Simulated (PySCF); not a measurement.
SnSb (doublet)

```xyz
2

Sn    0.0000    0.0000   -1.3280
Sb    0.0000    0.0000    1.3170
```

Core potentials replace the inner electrons of Sn and Sb.

Theory: PBE0/def2-SVP, non-relativistic Hamiltonian with scalar-relativistic core potentials where named, at a bond length of 2.645 Å (PySCF 2.14.0).

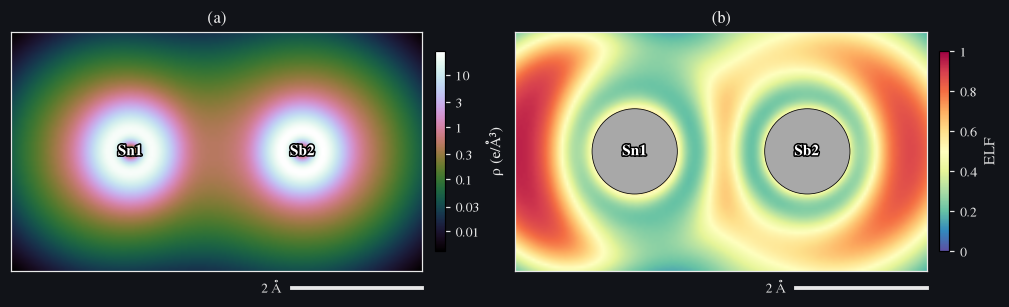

Figure 1. (a) electron density; (b) electron localisation function on a plane that holds the molecular axis. Grey discs cover the atomic cores in the ELF map.

### What does the map show?

The plane passes through Sn and Sb nuclei.
Sn–Sb (2.64 Å): the density is about 0.48 e/Å³ at the midpoint; the ELF reaches about 0.60 near the midpoint.
The ELF also peaks beside Sb2, away from the bonds: non-bonding electrons, paired or unpaired.

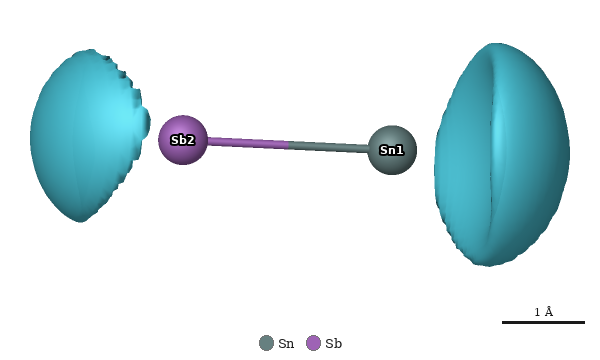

Figure 2. Isosurface of the ELF at 0.8 (cyan), seen from one side. Only the valence region is drawn (cores and ρ < 0.01 e/Å³ removed).

### Describe the localisation domains.

At this value the surface marks out one lobe on Sb, pointing away from the bonds (non-bonding electrons) and one lobe on Sn, pointing away from the bonds (non-bonding electrons).
